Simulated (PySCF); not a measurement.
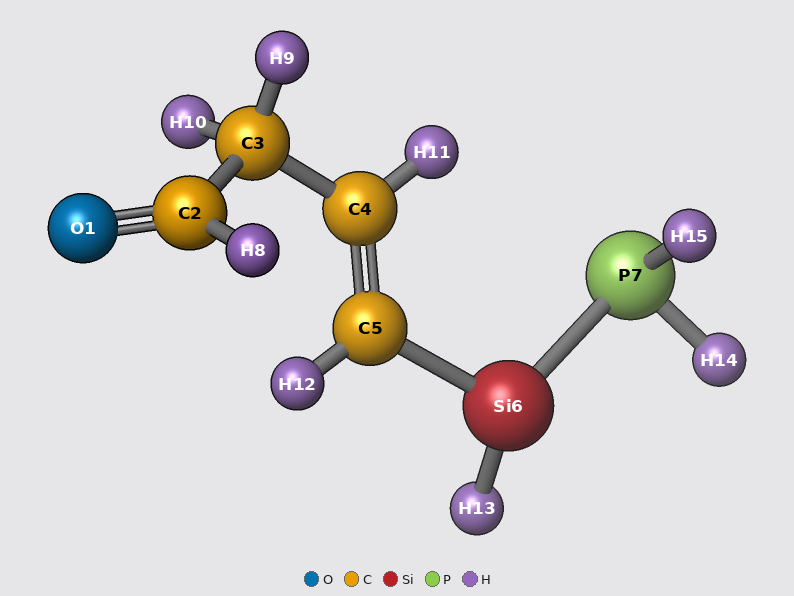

Charge 0, doublet. The geometry was computed by an optimisation with GFN2-xTB. No frequency run is at hand to confirm it as a minimum. Level of theory: UKS B3LYP, pcH-1 on C H O P Si, non-relativistic (PySCF 2.14.0).

Give the isotropic hyperfine couplings (Fermi-contact term alone) of O1, C2, C3, C4, C5, Si6, P7, H8, H9, H10, H11, H12, H13, H14, H15.

| atom | isotope | a_iso (MHz) |
| --- | --- | --- |
| O1 | 17O | 0.0 |
| C2 | 13C | 3.2 |
| C3 | 13C | −3.8 |
| C4 | 13C | 19.2 |
| C5 | 13C | 8.5 |
| Si6 | 29Si | −423.3 |
| P7 | 31P | −0.3 |
| H8 | 1H | −0.2 |
| H9 | 1H | 10.0 |
| H10 | 1H | 22.3 |
| H11 | 1H | −10.4 |
| H12 | 1H | 2.3 |
| H13 | 1H | 32.5 |
| H14 | 1H | 4.5 |
| H15 | 1H | 36.3 |

The geometry is semi-empirical. Around P, Si such bond lengths and angles can be off by a tenth of an ångström or more and by several degrees, and values that hang on the shape move with them.
